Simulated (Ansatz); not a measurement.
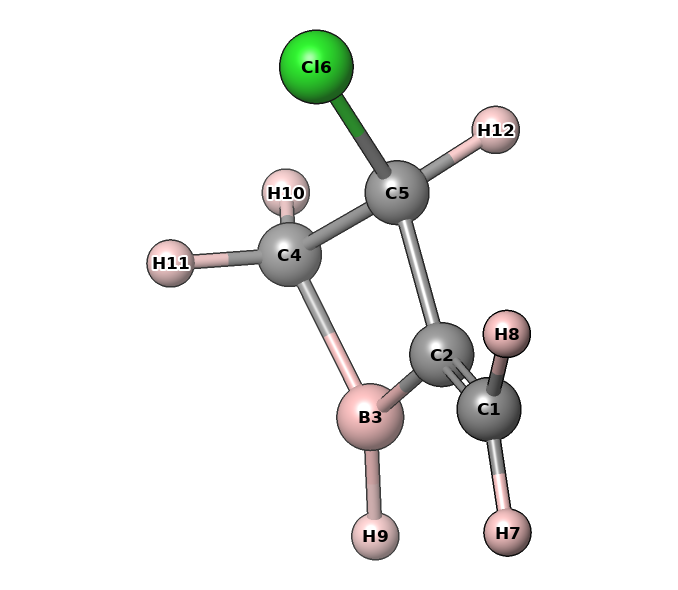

Distant atoms are faded towards the background colour. The geometry was computed by an optimisation with PBE0-D4/def2-TZVP. No frequency run is at hand to confirm it as a minimum.

**Which atoms or bonds are stereogenic?**

Centres: C5.

**What are the Cahn–Ingold–Prelog descriptors?**

C5: R (priorities Cl6 > C2 > C4 > H12).

**Write the isomeric SMILES.**

C=C1BC[C@H]1Cl
